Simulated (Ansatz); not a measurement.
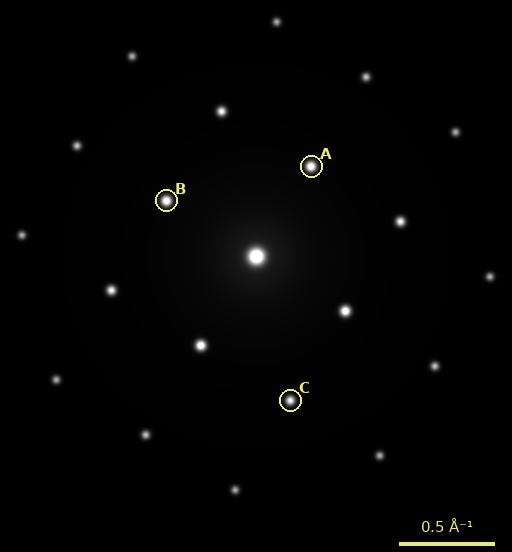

The pattern is a kinematic simulation for 120 kV electrons (no multiple scattering; isotropic B = 0.5 Å²). The zone axis points towards the electron source and the pattern is seen from the source side.

Cu, space group Fm-3m (No. 225), a = 3.610 Å. Structure: the input geometry of an electronic-structure calculation (not necessarily at equilibrium).

Spot A is indexed -2 0 0 and spot B 0 -2 0.

### Index the other marked spot.

C = −A − B = 2 2 0 (d = 1.276 Å).

### Which zone axis is this?

The cross product of A and B is parallel to [001]; every spot obeys hu + kv + lw = 0.

### What are the spacings of A and B and the angle between them?

d(A) = 1.805 Å, d(B) = 1.805 Å, and the angle is 90.0°.
